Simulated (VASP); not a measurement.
```
CELL_PARAMETERS angstrom
      4.25773     0.00000     0.00000
      0.00000     4.25773     0.00000
      0.00000     0.00000     2.69786
ATOMIC_POSITIONS crystal
  Si 0.00000 0.00000 0.00000
  Si 0.50000 0.50000 0.50000
  O  0.30729 0.30729 0.00000
  O  0.80729 0.19271 0.50000
  O  0.19271 0.80729 0.50000
  O  0.69271 0.69271 0.00000
```

These are revPBE GGA, VASP's PBE PAW potentials (set 64) (plane waves; VASP) values and carry that method's errors. Numerical set-up: 520 eV cut-off, 6×6×9 Γ-centred mesh, tetrahedra with Blöchl corrections, potentials Si O.

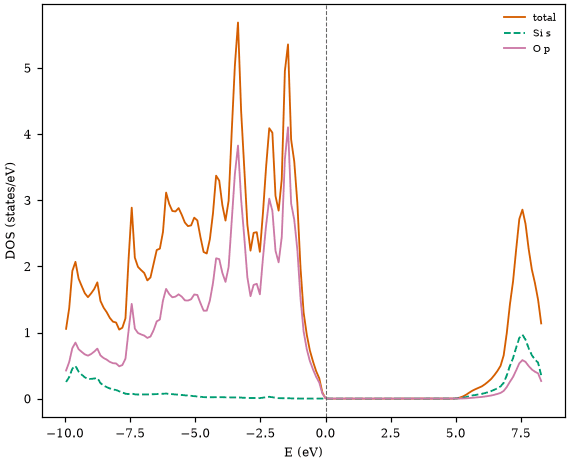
*Total and projected density of states, zero at the valence-band maximum*

Within 2 eV below the valence-band maximum the largest weight inside VASP's projection spheres is O p.

The gap is direct, 4.89 eV, from the valence maximum at Γ to the conduction minimum at Γ.

The compound is SiO2 in the rutile structure, stishovite, a high-pressure form. It was relaxed first.
